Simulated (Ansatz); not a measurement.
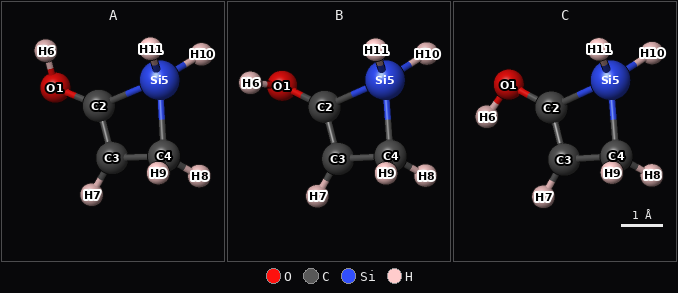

3 geometries from a converged minimum-energy path of C₃H₆OSi, shuffled. Style: ball-and-stick. Shown at a tilt.

Computed with RKS BHLYP-D4/STO-3G (Ansatz 0.2.0). Set-up: 5 movable images; climbing image; force threshold 0.05 eV/Å; iteration limit 60; starting path by image-dependent pair potential.

One of them is the converged climbing image. Which?

Answer. B. In order along the path, whose images run from 0 to 6: C (image 0, 0.000 eV), B (image 3, +0.282 eV), A (image 5, +0.127 eV). The motion is a rotation about the O1–C2 bond by about 180°. No bond forms or breaks between the ends. Bond angles that change up to the highest image, for instance: O1–C2–C3 131.9° → 129.1°, O1–C2–Si5 134.7° → 137.4°.

Limits of the set-up: STO-3G is a minimal basis, so the numbers are rough.

Cost: 52 s on 1 thread of Arm Neoverse V2, with other jobs on the host, peak memory 0.1 GiB.
